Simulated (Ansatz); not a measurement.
## Electronic structure of CH4F2Si (SMILES FC[SiH2]F) in real space

Input

```
crystal:
  periodic: [false, false, false]
  atoms:
    - {symbol: F, position_ang: [-0.722585, 1.651526, -0.700917]}
    - {symbol: C, position_ang: [-0.227564, 0.871987, 0.336253]}
    - {symbol: Si, position_ang: [0.286248, -0.832236, -0.273438]}
    - {symbol: F, position_ang: [-1.008860, -1.674584, -0.683441]}
    - {symbol: H, position_ang: [-0.998126, 0.800210, 1.112206]}
    - {symbol: H, position_ang: [0.635336, 1.387643, 0.776193]}
    - {symbol: H, position_ang: [0.966978, -1.539066, 0.840635]}
    - {symbol: H, position_ang: [1.160671, -0.722581, -1.463290]}
basis:
  gaussian: {orbitals: def2-TZVPP}
hamiltonian: {xc: pbe0, dispersion: d4}
output: {orbitals: {seedname: orbitals}}
```

Run with:

```sh
ansatz run in.yaml --threads 2 --pin off --events-out ev --progress --plain --max-ram 4352MiB
```

Geometry: PBE0-D4/def2-TZVP.

Level of theory: Ansatz 0.2.0, RKS PBE0-D4/def2-TZVPP.

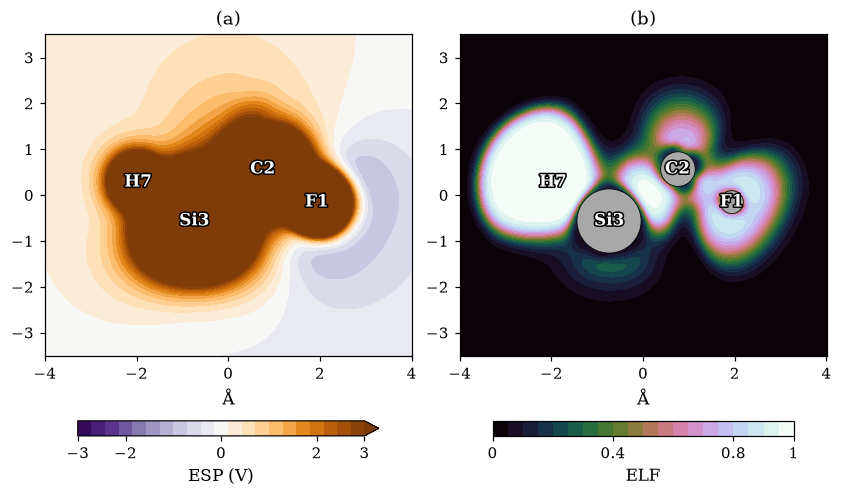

Figure 1. (a) molecular electrostatic potential; (b) ELF on the plane of atoms C2, Si3 and H7. Grey discs cover the atomic cores in the ELF map.

**Describe what can be read from this map.**

- The plane passes through F, C, Si and H nuclei.
- C–F (1.39 Å): the ELF peaks at about 0.80 between the atoms: a polar covalent bond.
- C–Si (1.88 Å): the ELF peaks at about 1 between the atoms: a shared electron pair.
- Si–H (1.48 Å): the ELF climbs to about 1 towards the hydrogen, as it does in any bond to H.
- The ELF also peaks beside F1, away from the bonds: lone-pair regions.
- Outside the dense part of the molecule the potential is most negative (−1.0 V) near F1.

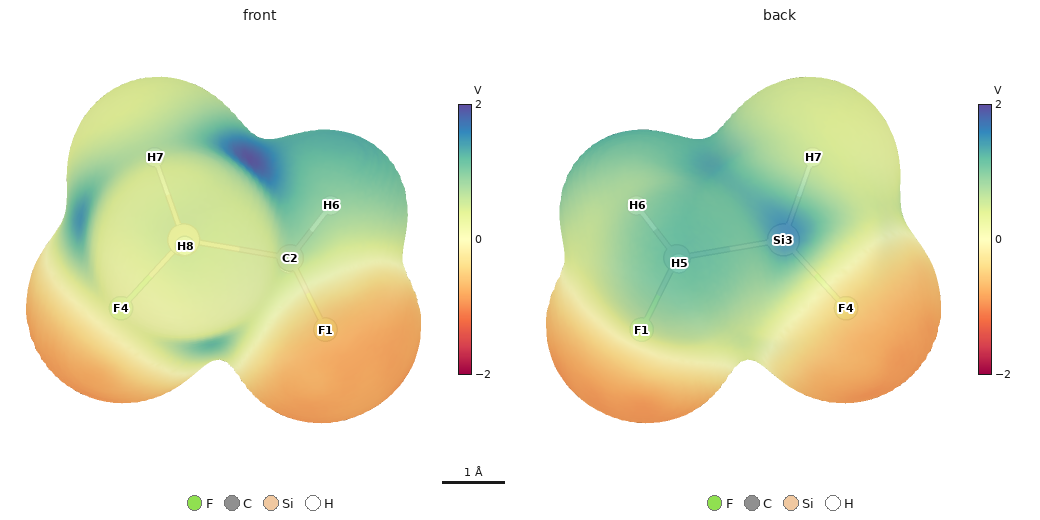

Figure 2. The molecular electrostatic potential painted on the density surface at 0.002 e/bohr³, seen from the front and from behind; the colour scale runs from red (negative) to blue (positive).

**Where is the surface potential most negative and most positive?**

The most negative region (about −0.9 V, or −21 kcal/mol for a unit charge) lies over F1 and F4, the most positive (about +1.9 V, or +44 kcal/mol for a unit charge) over Si3.

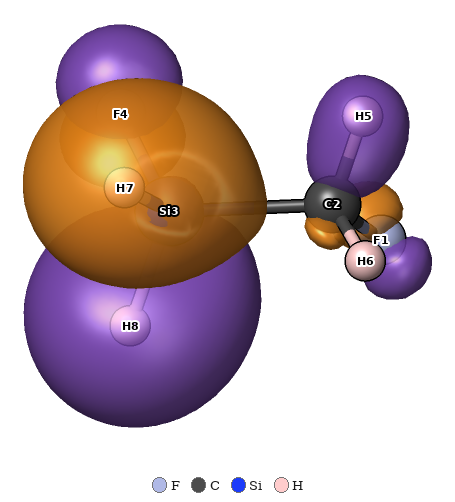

Figure 3. The HOMO−1 at ±0.08 Å⁻³ᐟ² (orange and purple are the two phases), seen from one side.

**Describe this orbital and give its energy.**

Its weight (Hirshfeld) is mainly on Si3 (about 35 %), H8 (about 25 %), H7 (about 20 %) and F4 (about 10 %). Its energy is −9.84 eV.

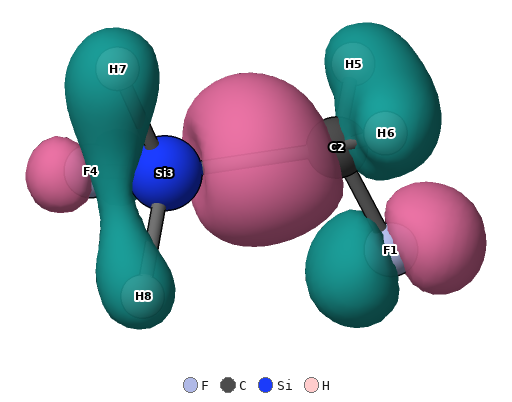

Figure 4. The HOMO at ±0.15 Å⁻³ᐟ² (teal and pink are the two phases), seen at a tilt.

**Where does this orbital lie, and at what energy?**

It lies mainly on C2 (about 30 %), F1 (about 25 %) and Si3 (about 20 %). Its energy is −8.86 eV.
